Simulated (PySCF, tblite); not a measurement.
**C6H6F3O radical: geometry, infrared bands and EPR parameters**

Wanted: the infrared bands and EPR parameters of C6H6F3O radical (`FC(F)(F)C[C@H]1C[C]=CO1`), by calculation.

The runs use tblite 0.8.0 and PySCF 2.14.0, with density-fitted response routines of our own; the level of theory stands in each step. All values are computed, except where a source is named. Atoms count from 0, in the outputs and in this text.

### 1 Starting geometry

16 atoms, charge 0, multiplicity 2; geometry from: force field or distance geometry start.

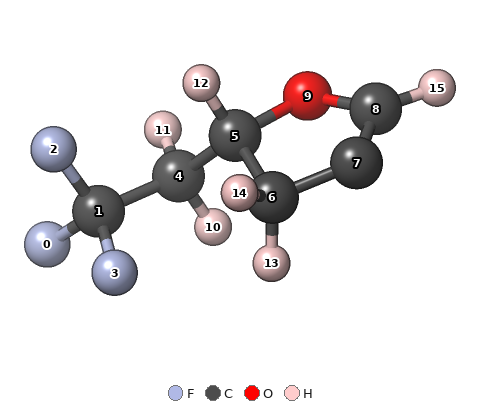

As it starts; fluorine light blue, carbon dark grey, oxygen red, hydrogen pink, atoms numbered.

### 2 Geometry optimisation with GFN2-xTB

What the job is given:

```
{"job": {"kind": "relax", "xc": "GFN2-xTB", "basis": "xTB"}, "charge": 0, "multiplicity": 2}
F      2.914600    -1.089100    -0.623000
C      2.006800    -0.083700    -0.466700
F      2.627600     0.893200     0.241500
F      1.709800     0.403100    -1.688500
C      0.784600    -0.587300     0.267700
C     -0.218500     0.533600     0.502000
C     -0.863200     1.117200    -0.777500
C     -2.204800     1.183100    -0.268300
C     -2.456100     0.599300     0.847600
O     -1.319600    -0.004700     1.325000
H      0.312400    -1.397500    -0.311400
H      1.072400    -1.031700     1.222300
H      0.240900     1.339300     1.106300
H     -0.782100     0.432400    -1.629700
H     -0.433000     2.088800    -1.040800
H     -3.399400     0.280600     1.282000
```

Launch:

```bash
> OMP_NUM_THREADS=1 python probes_run.py task.json out
```

This one command runs all jobs of the session in turn.

What it wrote:

```text
step      E/eV     max force
  0    -926.55584    2.803
  1    -926.67873    2.156
  2    -926.73647    0.755
  3    -926.76387    0.600
  4    -926.78858    0.450
  5    -926.79740    0.237
  6    -926.80167    0.117
  7    -926.80323    0.104
  8    -926.80434    0.069
  9    -926.80506    0.069
 10    -926.80582    0.068
 11    -926.80680    0.091
 12    -926.80820    0.104
 13    -926.80999    0.100
 14    -926.81199    0.109
 15    -926.81399    0.122
 16    -926.81606    0.119
 17    -926.81820    0.102
 18    -926.82014    0.093
 19    -926.82169    0.083
 20    -926.82286    0.097
 21    -926.82382    0.081
 22    -926.82474    0.082
 23    -926.82561    0.079
 24    -926.82645    0.080
 25    -926.82726    0.082
 26    -926.82804    0.076
 27    -926.82877    0.061
 28    -926.82950    0.067
 29    -926.83028    0.079
 30    -926.83105    0.070
 31    -926.83165    0.051
 32    -926.83208    0.050
 33    -926.83245    0.040
 34    -926.83277    0.040
 35    -926.83295    0.031
 36    -926.83306    0.027
 37    -926.83313    0.024
 38    -926.83324    0.026
 39    -926.83332    0.024
 40    -926.83341    0.026
 41    -926.83348    0.025
 42    -926.83358    0.027
 43    -926.83372    0.031
 44    -926.83387    0.033
 45    -926.83399    0.026
 46    -926.83408    0.023
 47    -926.83417    0.027
 48    -926.83429    0.029
 49    -926.83441    0.030
 50    -926.83453    0.027
 51    -926.83465    0.025
 52    -926.83475    0.024
 53    -926.83482    0.017
 54    -926.83488    0.016
 55    -926.83493    0.016
 56    -926.83498    0.018
 57    -926.83502    0.013
 58    -926.83506    0.013
 59    -926.83509    0.013
 60    -926.83513    0.017
 61    -926.83519    0.025
 62    -926.83527    0.025
 63    -926.83534    0.022
 64    -926.83538    0.016
 65    -926.83541    0.013
 66    -926.83543    0.010
 67    -926.83544    0.007
```

Run time: 0.44 s. Hardware: 1 thread of Arm Neoverse V1, shared host; peak memory 0.18 GiB.

Relaxation path: (not every step is listed)

```
step  energy from step 0 (eV)  largest force (eV/Å)
   0                   0.0000                2.8029
   1                  -0.1229                2.1559
   2                  -0.1806                0.7549
   3                  -0.2080                0.6005
   4                  -0.2327                0.4504
   5                  -0.2416                0.2374
   6                  -0.2458                0.1171
   7                  -0.2474                0.1036
   8                  -0.2485                0.0692
  13                  -0.2541                0.1004
  18                  -0.2643                0.0931
  23                  -0.2698                0.0786
  28                  -0.2737                0.0672
  33                  -0.2766                0.0405
  38                  -0.2774                0.0259
  43                  -0.2779                0.0308
  48                  -0.2785                0.0294
  53                  -0.2790                0.0174
  58                  -0.2792                0.0127
  62                  -0.2794                0.0253
  63                  -0.2795                0.0215
  64                  -0.2795                0.0162
  65                  -0.2796                0.0128
  66                  -0.2796                0.0103
  67                  -0.2796                0.0066
```

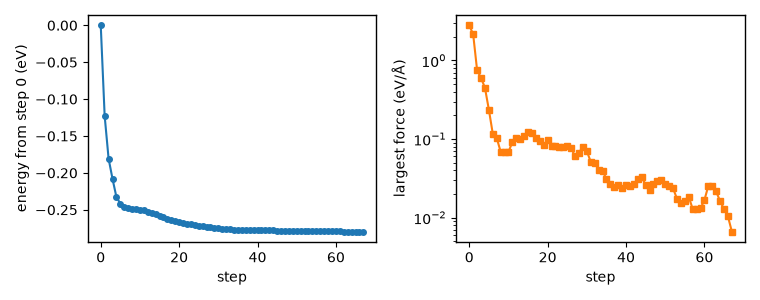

Energy and force, step by step.

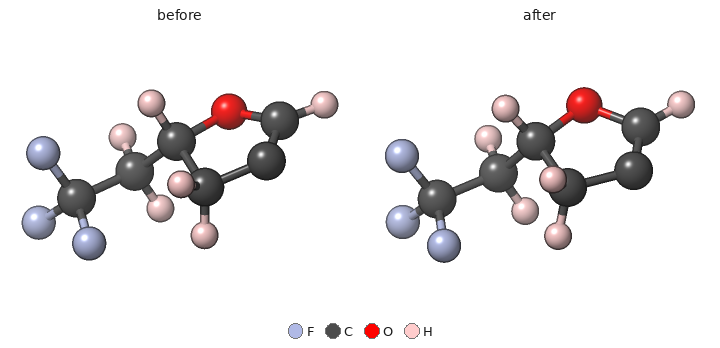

The geometry before (left) and after (right).

Distances of close pairs at the start and the end, largest changes first:

```
  bond  before (Å)  after (Å)  change (Å)
 C6–C7       1.436      1.481      +0.045
 C5–O9       1.476      1.435      -0.041
 C7–C8       1.284      1.311      +0.027
 F0–C1       1.364      1.341      -0.022
 C1–F2       1.357      1.341      -0.016
C8–H15       1.086      1.071      -0.016
 C5–C6       1.547      1.559      +0.012
 C4–C5       1.522      1.534      +0.012
```

The end geometry stands in the next job.

### 3 Harmonic vibrations with GFN2-xTB

What the job is given:

```
{"job": {"kind": "ir", "xc": "GFN2-xTB", "basis": "xTB"}, "charge": 0, "multiplicity": 2}
F      2.855301    -1.209789    -0.536634
C      2.021211    -0.165419    -0.425263
F      2.684417     0.782516     0.252388
F      1.848358     0.311176    -1.667918
C      0.721958    -0.558371     0.245261
C     -0.195616     0.644184     0.499758
C     -0.908352     1.178125    -0.779392
C     -2.319139     0.959417    -0.384133
C     -2.443731     0.417347     0.803309
O     -1.217995     0.231207     1.418606
H      0.220240    -1.300914    -0.378367
H      0.968529    -1.017343     1.205609
H      0.379709     1.438715     0.989199
H     -0.638248     0.611354    -1.671210
H     -0.686202     2.229530    -0.961468
H     -3.298039     0.124832     1.378845
```

What it wrote:

```text
mode    cm-1     km/mol
  1      35.2      0.29
  2      68.8      1.34
  3      94.0      3.09
  4     148.6      1.96
  5     253.3      7.07
  6     291.1      7.46
  7     325.6      4.79
  8     357.2     16.49
  9     432.8      9.72
 10     476.4      8.50
 11     510.7      4.25
 12     590.6     36.60
 13     680.0     16.44
 14     762.5      1.90
 15     787.5      7.09
 16     829.8     19.61
 17     853.3      1.84
 18     892.5     15.61
 19     957.8     89.65
 20     979.0     14.53
 21    1019.2    108.15
 22    1057.3     83.29
 23    1067.0    182.33
 24    1074.1     39.30
 25    1088.1     72.12
 26    1144.7     81.57
 27    1160.4     23.84
 28    1175.6    101.65
 29    1186.8    147.36
 30    1244.1     20.53
 31    1264.3     26.59
 32    1276.6     26.54
 33    1326.8     54.76
 34    1433.9     14.65
 35    1462.3      4.66
 36    1686.1     37.98
 37    2918.1     17.83
 38    2975.4     14.39
 39    2992.1      1.70
 40    2996.9      5.84
 41    2998.6     17.12
 42    3178.4      3.98
```

Run time: 0.54 s. Hardware: 1 thread of Arm Neoverse V1, shared host; peak memory 0.18 GiB.

The strongest bands and the atoms that carry them (share of the mass-weighted mode):

```
cm⁻¹  km/mol                                  atoms
 958    89.7             C5 15 %, H10 12 %, C6 11 %
1019   108.2     O9 32 %, C5 18 %, C7 14 %, C8 13 %
1057    83.3  H14 18 %, H13 16 %, C1 14 %, H10 11 %
1067   182.3              C1 53 %, F0 17 %, C5 12 %
1088    72.1   C5 28 %, C4 14 %, H12 12 %, H13 11 %
1145    81.6   H14 22 %, H13 17 %, C5 16 %, C1 15 %
1176   101.7            H10 35 %, C1 28 %, H11 12 %
1187   147.4                      C1 62 %, H11 15 %
```

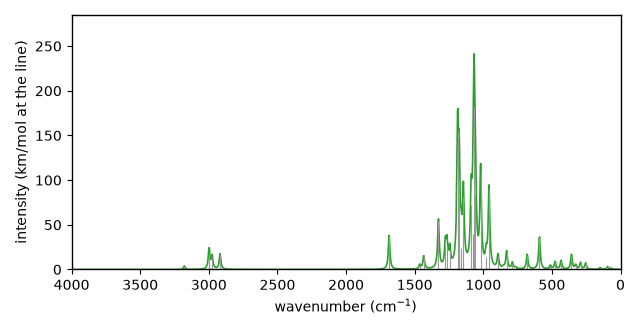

The infrared spectrum from these modes, unscaled. Lines are broadened to a width of 14 cm⁻¹ (Lorentzian).

### 4 EPR parameters: B3LYP/pcH-1

Settings changed since step 3:

```diff
@@ -1,2 +1,2 @@
-{"job": {"kind": "ir", "xc": "GFN2-xTB", "basis": "xTB"}, "charge": 0, "multiplicity": 2}
+{"job": {"kind": "epr", "basis": "pcH-1"}, "charge": 0, "multiplicity": 2}
 F      2.855301    -1.209789    -0.536634
```

Method: UKS B3LYP, pcH-1 on C F H O, non-relativistic, mean-field spin-orbit, GIAO.

What it wrote:

```text
UKS, coarse grid
  cycle   1  E = -606.73068975  |g| = 7.63e-01
  cycle   2  E = -606.44511950  |g| = 1.24e+00
  cycle   3  E = -606.91598379  |g| = 1.38e-01
  cycle   4  E = -606.92144979  |g| = 8.70e-02
  cycle   5  E = -606.92466623  |g| = 2.02e-02
  cycle   6  E = -606.92487298  |g| = 5.81e-03
  cycle   7  E = -606.92491596  |g| = 2.62e-03
  cycle   8  E = -606.92493761  |g| = 1.92e-03
  cycle   9  E = -606.92494712  |g| = 9.10e-04
UKS, final grid
  cycle   1  E = -606.92499025  |g| = 1.03e-03
  cycle   2  E = -606.92499051  |g| = 1.57e-03
  cycle   3  E = -606.92499176  |g| = 3.09e-04
  cycle   4  E = -606.92499206  |g| = 3.27e-04
  cycle   5  E = -606.92499243  |g| = 1.11e-04
  cycle   6  E = -606.92499245  |g| = 2.90e-05
  cycle   7  E = -606.92499245  |g| = 1.75e-05
E = -606.92499245 Eh   <S^2> = 0.7607 (exact 0.7500)
g shifts (ppm)      1          2          3
  rmc          -167       -167       -167
  gc             39          4         -7
  oz_so       -1511         59        107
  total       -1638       -103        -67
hyperfine (MHz)  atom isotope    a_iso     a_fc   dipolar eigenvalues
    0   19F      -0.36      -0.36     -0.37     -0.10      0.47
    1   13C       0.18       0.18     -0.27     -0.23      0.50
    2   19F       0.18       0.18     -0.84     -0.63      1.47
    3   19F      -0.44      -0.44     -0.87     -0.42      1.28
    4   13C      -1.78      -1.78     -0.74     -0.55      1.29
    5   13C      44.17      44.17     -6.07     -4.94     11.02
    6   13C      33.70      33.70     -6.00     -5.89     11.88
    7   13C     481.97     481.97    -77.70    -54.00    131.70
    8   13C      74.80      74.80    -20.99      1.24     19.75
    9   17O     -13.94     -13.94    -23.93      7.20     16.73
   10    1H       1.59       1.59     -1.89     -1.33      3.21
   11    1H       8.97       8.97     -1.38     -0.63      2.01
   12    1H       0.97       0.97     -3.73     -1.44      5.17
   13    1H      13.63      13.63     -6.97     -5.21     12.18
   14    1H       9.51       9.51     -6.92     -5.05     11.97
   15    1H      16.06      16.06     -6.00     -4.02     10.02
```

Run time: 2.2 min. Hardware: 1 thread of Arm Neoverse V1, shared host; peak memory 1.1 GiB.

Principal g values 2.00068, 2.00222, 2.00225; g(iso) = 2.00172, against 2.00232 for a free electron.

Hyperfine couplings; where a row names several nuclei, a(iso) is their mean (it holds for fast rotation or exchange) and the dipolar term the largest among them:

```
    nuclei  isotope  a(iso) (MHz)  a(iso) (G, at g = 2.0023)  largest dipolar term (MHz)
        C7      13C         482.0                      172.0                       131.7
        C8      13C          74.8                       26.7                       -21.0
        C5      13C          44.2                       15.8                        11.0
        C6      13C          33.7                       12.0                        11.9
       H15       1H          16.1                        5.7                        10.0
        O9      17O         -13.9                       -5.0                       -23.9
       H13       1H          13.6                        4.9                        12.2
       H14       1H           9.5                        3.4                        12.0
       H11       1H           9.0                        3.2                         2.0
        C4      13C          -1.8                       -0.6                         1.3
       H10       1H           1.6                        0.6                         3.2
       H12       1H           1.0                        0.3                         5.2
F0, F2, F3      19F          -0.2                       -0.1                         1.5
        C1      13C           0.2                        0.1                         0.5
```

Mulliken spin populations:

F0 0.00; C1 0.00; F2 0.00; F3 0.00; C4 0.00; C5 0.05; C6 -0.02; C7 1.02; C8 -0.11; O9 0.03; H10 0.00; H11 0.00; H12 0.00; H13 0.00; H14 0.00; H15 0.01

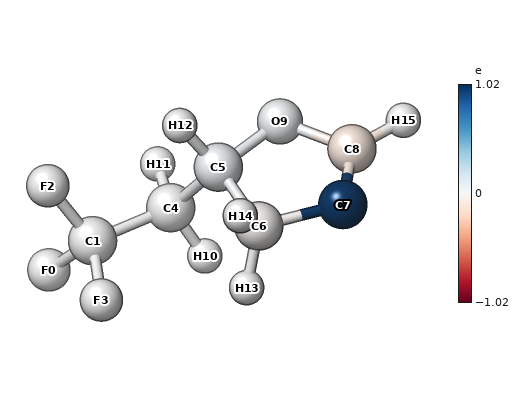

Mulliken spin populations, as colours on the atoms.

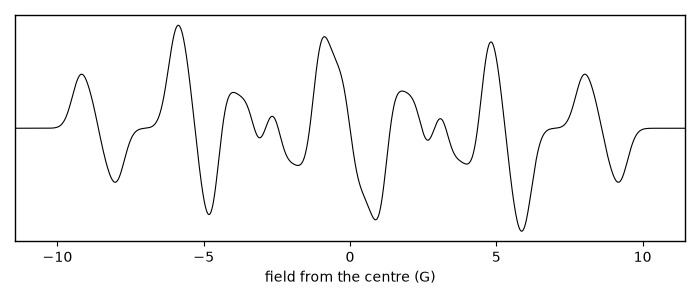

First-order isotropic spectrum (first derivative, main isotopes with spin only, couplings over 0.8 MHz, Gaussian width 0.3 G; couplings of the frozen geometry, rotation of groups not averaged beyond the rows shown).

Orbitals, density, ELF and potential are computed afterwards from the orbital file.

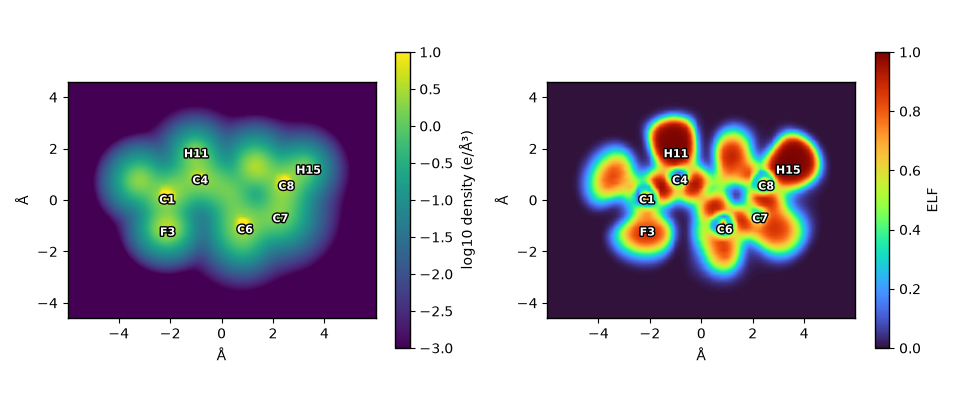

Density (left) and ELF (right) in a plane through or near 8 of the atoms.

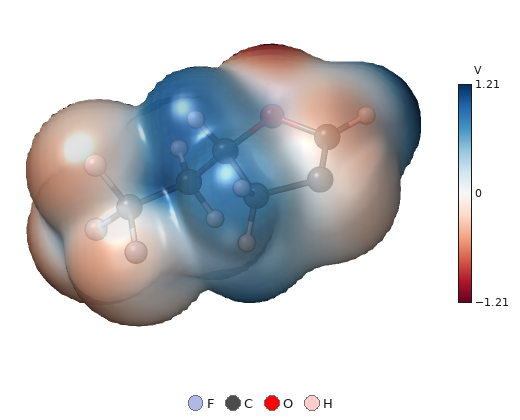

The potential that a unit positive charge feels on the 0.002 e/bohr³ surface, from -0.93 V near O9 to 1.21 V near H15.

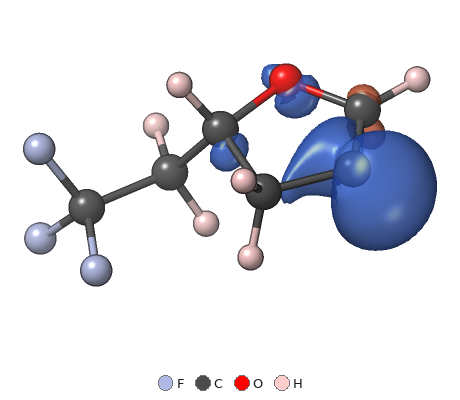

Spin density at ±0.05 e/Å³ (alpha excess blue, beta excess red).

### 5 Results

| quantity | value |
| --- | --- |
| strongest single infrared mode (GFN2-xTB) | 1067 cm⁻¹, 182 km/mol |
| zero-point energy (GFN2-xTB) | 68.7 kcal/mol |
| g(iso) (B3LYP) | 2.00172 |
| ⟨S²⟩ | 0.761 (exact 0.75) |
| largest a(iso) (averaged by class) | 13C on C7, 482.0 MHz |
| surface potential, least and greatest | -0.93 V and 1.21 V |

In words: Over 67 steps the energy fell by 0.280 eV; of the close pairs, C6–C7 changed most, 1.436 to 1.481 Å. No mode is imaginary among the 42: a minimum at this level. The strongest single mode, at 1067 cm⁻¹, moves mainly C1. GFN2-xTB is a fitted tight-binding method: band positions and strengths are rough. Its intensities can rank the bands wrongly. C7 carries the largest spin population, 1.02 e. The isotropic g lies 0.6 ppt below the free-electron value.
